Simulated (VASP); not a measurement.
# A VASP study of TiGe (RPBE + D4): structure first, properties next, part 2 of 5

What structure does TiGe take at this level, and what are its properties? The cell is invented: it takes the structure of COD entry 1539492, ZrC (space group 225 there), with all of its atoms replaced by other elements, volume scaled by an estimate. It may not be a known or stable phase.

VASP 6.6.1; RPBE with D4; plane waves and PAW (Ge_d, Ti_sv); invented cell.

Still holding for the runs below: The k-mesh is coarse for a metal.

So far. Step 2 (Rough relaxation of the start cell): It ends with forces under 0.001 eV/Å and a pressure of 0.03 GPa.

### 3. Relaxing cell and atoms (RPBE + D4)

Properties are meant for the cell that this level of theory prefers, so cell and atoms are relaxed first (ISIF = 3) until forces and stress are small; EDIFFG sets the threshold.

The input, INCAR:

```
SYSTEM = TiGe
PREC = Accurate
ENCUT = 410
EDIFF = 1E-06
NELM = 100
ISMEAR = 0
SIGMA = 0.05
LREAL = .FALSE.
ALGO = Normal
GGA = RP
IVDW = 13
NBANDS = 19
LORBIT = 11
LWAVE = .FALSE.
LCHARG = .FALSE.
IBRION = 2
NSW = 60
ISIF = 3
EDIFFG = -0.01
```

The input, POSCAR:

```
TiGe
1.0
    0.0000000000      2.5735060500      2.5735060500
    2.5735060500      0.0000000000      2.5735060500
    2.5735060500      2.5735060500      0.0000000000
Ge Ti
1 1
Direct
    0.5000000000      0.5000000000      0.5000000000
    0.0000000000      0.0000000000      0.0000000000
```

The input, KPOINTS:

```
Automatic mesh
0
Gamma
8 8 8
0 0 0
```

PAW data sets: Ge_d and Ti_sv (PBE family, release 64).

The cell reached was symmetrised within 0.01 Å before this step, which raises the operations from 2 to 48, which the run then keeps.

Launch:

```console
mpirun -np 1 vasp_std
```

The program printed:

```text
[banner, memory and clock lines left out]
running    1 mpi-ranks, on    1 nodes
 distrk:  each k-point on    1 cores,    1 groups
 distr:  one band on    1 cores,    1 groups

 POSCAR found type information on POSCAR GeTi
 POSCAR found :  2 types and       2 ions
 [... a notice as in an earlier step ...]

 LDA part: xc-table for (Slater+PW92), standard interpolation
 POSCAR, INCAR and KPOINTS ok, starting setup
 FFT: planning ... GRIDC
 FFT: planning ... GRID_SOFT
 FFT: planning ... GRID
 WAVECAR not read
 entering main loop
       N       E                     dE             d eps       ncg     rms          rms(c)
DAV:   1     0.193425283473E+03    0.19343E+03   -0.11807E+04  1211   0.280E+03
DAV:   2     0.750156523374E+01   -0.18592E+03   -0.18214E+03  1102   0.523E+02
DAV:   3    -0.137361994707E+02   -0.21238E+02   -0.21005E+02  1215   0.138E+02
DAV:   4    -0.146945060498E+02   -0.95831E+00   -0.95543E+00  1613   0.279E+01
DAV:   5    -0.147102998984E+02   -0.15794E-01   -0.15793E-01  1265   0.320E+00    0.113E+01
DAV:   6    -0.126414380248E+02    0.20689E+01   -0.11953E+01  1239   0.335E+01    0.395E+00
DAV:   7    -0.124571780814E+02    0.18426E+00   -0.20218E+00  1233   0.151E+01    0.238E+00
DAV:   8    -0.124758725947E+02   -0.18695E-01   -0.29828E-01  1274   0.608E+00    0.124E+00
DAV:   9    -0.124507591726E+02    0.25113E-01   -0.10049E-01  1176   0.336E+00    0.207E-01
DAV:  10    -0.124514124798E+02   -0.65331E-03   -0.43410E-03  1435   0.844E-01    0.622E-02
DAV:  11    -0.124514104844E+02    0.19953E-05   -0.25376E-04  1411   0.203E-01    0.572E-02
DAV:  12    -0.124513901761E+02    0.20308E-04   -0.57271E-05  1234   0.653E-02    0.932E-03
DAV:  13    -0.124513897487E+02    0.42738E-06   -0.23821E-06  1066   0.124E-02
   1 F= -.13630303E+02 E0= -.13629754E+02  d E =-.136303E+02
 curvature:   0.00 expect dE= 0.000E+00 dE for cont linesearch  0.000E+00
 trial: gam= 0.00000 g(F)=  0.415E-59 g(S)=  0.307E-04 ort = 0.000E+00 (trialstep = 0.100E+01)
 search vector abs. value=  0.307E-04
 bond charge predicted
       N       E                     dE             d eps       ncg     rms          rms(c)
DAV:   1    -0.124538930041E+02   -0.25028E-02   -0.12197E-02  1418   0.173E+00    0.220E-01
DAV:   2    -0.124533132070E+02    0.57980E-03   -0.30394E-03  1317   0.658E-01    0.811E-02
DAV:   3    -0.124531555769E+02    0.15763E-03   -0.53539E-04  1423   0.263E-01    0.431E-02
DAV:   4    -0.124531185277E+02    0.37049E-04   -0.13811E-04  1626   0.114E-01    0.191E-02
DAV:   5    -0.124531169921E+02    0.15356E-05   -0.12354E-05  1342   0.456E-02    0.991E-03
DAV:   6    -0.124531164051E+02    0.58698E-06   -0.55211E-06  1554   0.173E-02
   2 F= -.13630287E+02 E0= -.13629732E+02  d E =0.159146E-04
 trial-energy change:    0.000016  1 .order    0.000015   -0.000031    0.000060
 step:   0.3377(harm=  0.3377)  dis= 0.00000  next Energy=   -13.630309 (dE=-0.518E-05)
 bond charge predicted
       N       E                     dE             d eps       ncg     rms          rms(c)
DAV:   1    -0.124523197756E+02    0.79722E-03   -0.53886E-03  1418   0.115E+00    0.146E-01
DAV:   2    -0.124520597329E+02    0.26004E-03   -0.13275E-03  1357   0.437E-01    0.536E-02
DAV:   3    -0.124519900605E+02    0.69672E-04   -0.23349E-04  1378   0.173E-01    0.287E-02
DAV:   4    -0.124519750264E+02    0.15034E-04   -0.61080E-05  1628   0.755E-02    0.126E-02
DAV:   5    -0.124519770790E+02   -0.20526E-05   -0.49446E-06  1253   0.285E-02    0.708E-03
DAV:   6    -0.124519785475E+02   -0.14685E-05   -0.24988E-06  1343   0.105E-02    0.268E-03
DAV:   7    -0.124519789287E+02   -0.38123E-06   -0.12955E-07   572   0.450E-03
   3 F= -.13630304E+02 E0= -.13629752E+02  d E =-.468377E-06
 curvature:  -0.17 expect dE=-0.245E-07 dE for cont linesearch -0.245E-07
 trial: gam= 0.00000 g(F)=  0.122E-63 g(S)=  0.145E-06 ort =-0.211E-05 (trialstep = 0.868E+00)
 search vector abs. value=  0.145E-06
 reached required accuracy - stopping structural energy minimisation
```

The job ended after 49 s (1 MPI rank of AMD EPYC 7R43, shared host; peak memory 0.11 GiB).

From OUTCAR (step 3):

```text
  LATTYP: Found a face centered cubic cell.
 ALAT       =     5.1470121000

 Subroutine GETGRP returns: Found 48 space group operations
 (whereof 48 operations were pure point group operations)

The static configuration has the point symmetry O_h .

 Found     29 irreducible k-points:

   k-points           NKPTS =     29   k-points in BZ     NKDIM =     29   number of bands    NBANDS=     19

   dimension x,y,z NGX =    24 NGY =   24 NGZ =   24
   dimension x,y,z NGXF=    48 NGYF=   48 NGZF=   48

   ENCUT  =  410.0 eV  30.13 Ry    5.49 a.u.   6.01  6.01  6.01*2*pi/ulx,y,z

   NELECT =      26.0000    total number of electrons

 E-fermi :   7.9908

 k-point     1 :       0.0000    0.0000    0.0000
  band No.  band energies     occupation
    ...
      6     -15.9483      2.00000
      7     -15.9066      2.00000
      8     -15.9066      2.00000
      9     -15.9066      2.00000
     10      -2.9057      2.00000
     11       8.1256      0.00014
     12       8.1256      0.00014
     13       8.1256      0.00014
     14       8.5567      0.00000
     15       8.5567      0.00000
    ...

 k-point     2 :       0.1250    0.0000    0.0000
  band No.  band energies     occupation
    ...
      9     -15.9046      2.00000
     10      -2.6444      2.00000
     11       7.5374      2.00000
     12       7.8668      1.99955
     13       7.8668      1.99955
     14       8.3984      0.00000
     15       8.3984      0.00000
     16      10.6916      0.00000
     17      12.0662      0.00000
     18      12.0662      0.00000
    ...

  DFT-D4 for vdW energy calculation

  Edisp (eV):   -1.17832

  Total      -0.00141    -0.00141    -0.00141    -0.00000     0.00000    -0.00000
  in kB      -0.06646    -0.06646    -0.06646    -0.00000     0.00000    -0.00000
  external pressure =       -0.07 kB  Pullay stress =        0.00 kB

  energy-cutoff  :      410.00
  volume of cell :       34.11
      direct lattice vectors                 reciprocal lattice vectors
    -0.000000000  2.573937576  2.573937576    -0.194254905  0.194254905  0.194254905
     2.573937576  0.000000000  2.573937576     0.194254905 -0.194254905  0.194254905
     2.573937576  2.573937576  0.000000000     0.194254905  0.194254905 -0.194254905

 POSITION                                       TOTAL-FORCE (eV/Angst)
 -----------------------------------------------------------------------------------
      2.57394      2.57394      2.57394        -0.000000     -0.000000     -0.000000
      0.00000      0.00000      0.00000         0.000000      0.000000      0.000000
 -----------------------------------------------------------------------------------
    total drift:                                0.000000     -0.000000      0.000000

  FREE ENERGIE OF THE ION-ELECTRON SYSTEM (eV)
  ---------------------------------------------------
  free  energy   TOTEN  =       -13.6303038045 eV

  energy  without entropy=      -13.6291992248  energy(sigma->0) =      -13.62975151

 total charge
# of ion       s       p       d       tot
------------------------------------------
    1        1.168   1.386  10.011  12.565
    2        2.159   6.116   1.977  10.252
--------------------------------------------------
tot          3.327   7.502  11.988  22.817

[... 1 part as in an earlier step ...]

[... 7 further parts left out ...]
```

The run keeps the 48 symmetry operations of its start, so it cannot find a distortion of lower symmetry.

Little changed from the start: no atom moved by 0.005 Å and no cell edge by 0.1 %.

This step gave:

```yaml
irreducible_k_points: 29
symmetry_operations: 48
free_energy_toten: -13.63 eV
energy_at_zero_smearing: -13.63 eV
fermi_energy: 7.991 eV
pressure: -0.006646 GPa
scf_cycles_over_all_ionic_steps: 26
```

It ends with forces that vanish by symmetry and a pressure of -0.01 GPa.

### 4. Single point with fields (RPBE + D4)

The relaxed cell gets a fresh self-consistent run, on a basis set for its own volume, to fix the density and to check the remaining stress.

Changes to INCAR since step 3:

```diff
@@ -14,6 +14,5 @@
 LWAVE = .FALSE.
-LCHARG = .FALSE.
-IBRION = 2
-NSW = 60
-ISIF = 3
-EDIFFG = -0.01
+LCHARG = .TRUE.
+ISIF = 2
+LELF = .TRUE.
+LVHAR = .TRUE.
```

The input, POSCAR:

```
TiGe
1.0
    0.0000000000      2.5739375758      2.5739375758
    2.5739375758      0.0000000000      2.5739375758
    2.5739375758      2.5739375758      0.0000000000
Ge Ti
1 1
Direct
    0.5000000000      0.5000000000      0.5000000000
    0.0000000000      0.0000000000      0.0000000000
```

KPOINTS is that of step 3.

Launch:

```console
mpirun -np 1 vasp_std
```

The program printed:

```text
[... set-up lines as in an earlier step ...]
 entering main loop
       N       E                     dE             d eps       ncg     rms          rms(c)
DAV:   1     0.193413494831E+03    0.19341E+03   -0.11806E+04  1211   0.280E+03
DAV:   2     0.750105756031E+01   -0.18591E+03   -0.18212E+03  1102   0.523E+02
DAV:   3    -0.137381504013E+02   -0.21239E+02   -0.21005E+02  1215   0.138E+02
DAV:   4    -0.146965810366E+02   -0.95843E+00   -0.95555E+00  1613   0.279E+01
DAV:   5    -0.147123802152E+02   -0.15799E-01   -0.15798E-01  1265   0.320E+00    0.113E+01
DAV:   6    -0.126426138856E+02    0.20698E+01   -0.11967E+01  1239   0.335E+01    0.396E+00
DAV:   7    -0.124578256894E+02    0.18479E+00   -0.20267E+00  1233   0.151E+01    0.237E+00
DAV:   8    -0.124765620560E+02   -0.18736E-01   -0.29921E-01  1274   0.608E+00    0.125E+00
DAV:   9    -0.124513474521E+02    0.25215E-01   -0.10086E-01  1176   0.337E+00    0.207E-01
DAV:  10    -0.124520015986E+02   -0.65415E-03   -0.43534E-03  1435   0.845E-01    0.623E-02
DAV:  11    -0.124519997524E+02    0.18461E-05   -0.25319E-04  1411   0.203E-01    0.572E-02
DAV:  12    -0.124519794003E+02    0.20352E-04   -0.57493E-05  1234   0.654E-02    0.927E-03
DAV:  13    -0.124519789833E+02    0.41703E-06   -0.23605E-06  1063   0.124E-02
   1 F= -.13630304E+02 E0= -.13629753E+02  d E =-.110244E-02
```

Wall time 25 s (1 MPI rank); peak memory 0.11 GiB.

OUTCAR, selected parts (step 4):

```text
  LATTYP: Found a face centered cubic cell.
 ALAT       =     5.1478751516

The static configuration has the point symmetry O_h .

 Found     29 irreducible k-points:

   NELECT =      26.0000    total number of electrons

 E-fermi :   7.9905

 k-point     1 :       0.0000    0.0000    0.0000
  band No.  band energies     occupation
    ...
      6     -15.9489      2.00000
      7     -15.9072      2.00000
      8     -15.9072      2.00000
      9     -15.9072      2.00000
     10      -2.9058      2.00000
     11       8.1251      0.00014
     12       8.1251      0.00014
     13       8.1251      0.00014
     14       8.5561      0.00000
     15       8.5561      0.00000
    ...

 k-point     2 :       0.1250    0.0000    0.0000
  band No.  band energies     occupation
    ...
      9     -15.9052      2.00000
     10      -2.6445      2.00000
     11       7.5371      2.00000
     12       7.8664      1.99955
     13       7.8664      1.99955
     14       8.3978      0.00000
     15       8.3978      0.00000
     16      10.6914      0.00000
     17      12.0659      0.00000
     18      12.0660      0.00000
    ...

  DFT-D4 for vdW energy calculation

  Edisp (eV):   -1.17832

  Total       0.00819     0.00819     0.00819    -0.00000    -0.00000    -0.00000
  in kB       0.38466     0.38466     0.38466    -0.00000    -0.00000    -0.00000
  external pressure =        0.38 kB  Pullay stress =        0.00 kB

  energy-cutoff  :      410.00
  volume of cell :       34.11
      direct lattice vectors                 reciprocal lattice vectors
     0.000000000  2.573937576  2.573937576    -0.194254905  0.194254905  0.194254905
     2.573937576  0.000000000  2.573937576     0.194254905 -0.194254905  0.194254905
     2.573937576  2.573937576  0.000000000     0.194254905  0.194254905 -0.194254905

 POSITION                                       TOTAL-FORCE (eV/Angst)
 -----------------------------------------------------------------------------------
      2.57394      2.57394      2.57394         0.000000     -0.000000      0.000000
      0.00000      0.00000      0.00000         0.000000      0.000000      0.000000
 -----------------------------------------------------------------------------------
    total drift:                                0.000000     -0.000000      0.000000

  FREE ENERGIE OF THE ION-ELECTRON SYSTEM (eV)
  ---------------------------------------------------
  free  energy   TOTEN  =       -13.6303038590 eV

  energy  without entropy=      -13.6292014220  energy(sigma->0) =      -13.62975264

 total charge
# of ion       s       p       d       tot
------------------------------------------
    1        1.168   1.386  10.011  12.565
    2        2.159   6.116   1.978  10.252
--------------------------------------------------
tot          3.327   7.502  11.989  22.817

[... 6 parts as in an earlier step ...]

[... 5 further parts left out ...]
```

Numbers from this step:

```
SCF cycles   : 13
Fermi energy : 7.990 eV
pressure     : 0.03847 GPa
```

Valence electrons inside each PAW sphere by angular momentum. Sphere charges, by row:

```
atom  s (e)  p (e)  d (e)  tot (e)
 Ge1  1.168  1.386  10.01    12.56
 Ti2  2.159  6.116  1.978    10.25
```

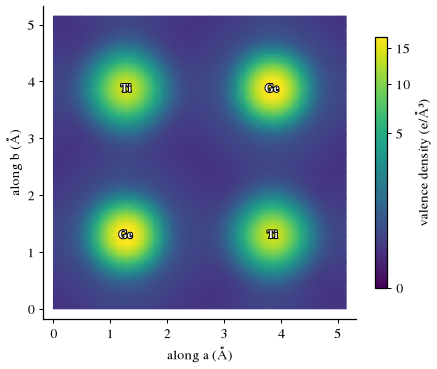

Valence density in the ab plane of the conventional cell at fractional z = 0.000, with atoms of Ge and Ti within 0.2 Å of it. It is the smooth field of the valence electrons, not physical close to the nuclei. The map starts off the cell's origin, so that atoms lie inside it. The colour scale is stretched toward low values.

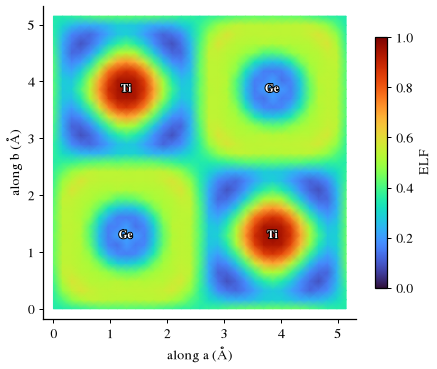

ELF in the ab plane of the conventional cell at fractional z = 0.000, with atoms of Ge and Ti within 0.2 Å of it. It is the smooth field of the valence electrons, not physical close to the nuclei. The map starts off the cell's origin, so that atoms lie inside it.

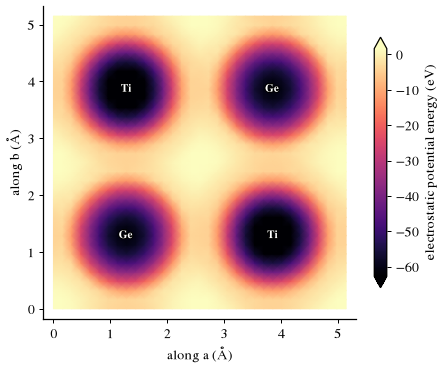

Electrostatic potential energy in the ab plane of the conventional cell at fractional z = 0.000, with atoms of Ge and Ti within 0.2 Å of it. With pseudopotentials it is smooth inside the atoms' cores, unlike the true potential. The map starts off the cell's origin, so that atoms lie inside it.

In this run the pressure is 0.04 GPa, small enough to go on.

(Continued in part 3 of 5.)

[Lines on the potential files, build, host, timing and source positions are cut from VASP's logs without a mark.]

[Logs are printed without paths, hosts, clocks, repeated set-up lines and the standing remarks that a program may print on its own settings, such as how far it seeks lower states.]

[Hosts, paths, dates, database ids (printed as entryN), source tags and the programs' standing remarks are cut or masked in the printed files.]

[A measured line is paired with the nearest computed mode of its activity, which favours agreement.]
